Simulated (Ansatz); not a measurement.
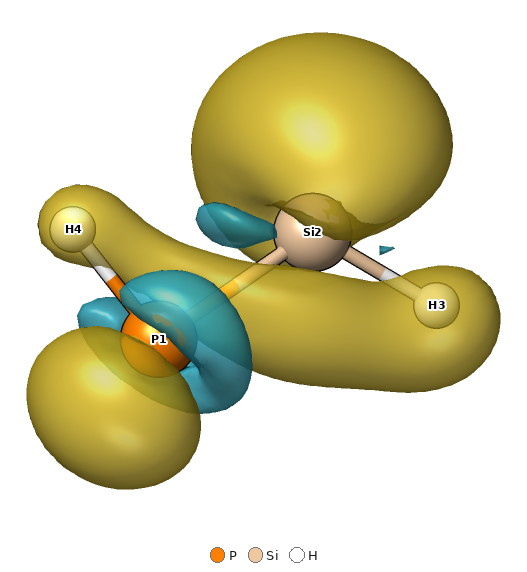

*H$_{2}$PSi (SMILES [SiH]=P) (doublet). Isosurfaces of the spin density (α minus β) at +0.015 (yellow) and −0.015 e/Å³ (cyan), seen at a tilt.*

Geometry: PBE0-D3(BJ)/def2-SVP.

These are results of isolated molecule in a Gaussian basis; Kohn-Sham density functional theory, functional PBE0 in Ansatz 0.2.0, not measurements.

```xyz
4

P     2.7074    0.8440   -0.9972
Si    1.5002    1.8176    0.3801
H     0.7414    3.0321   -0.0939
H     3.1561   -0.1591   -0.0798
```

Which atoms carry the spin?

Answer. The unpaired spin (1 electron) lies mostly on Si2 (about 0.8), P1 (about 0.2) and H3 (about 0.1), in electrons by Hirshfeld's partition.
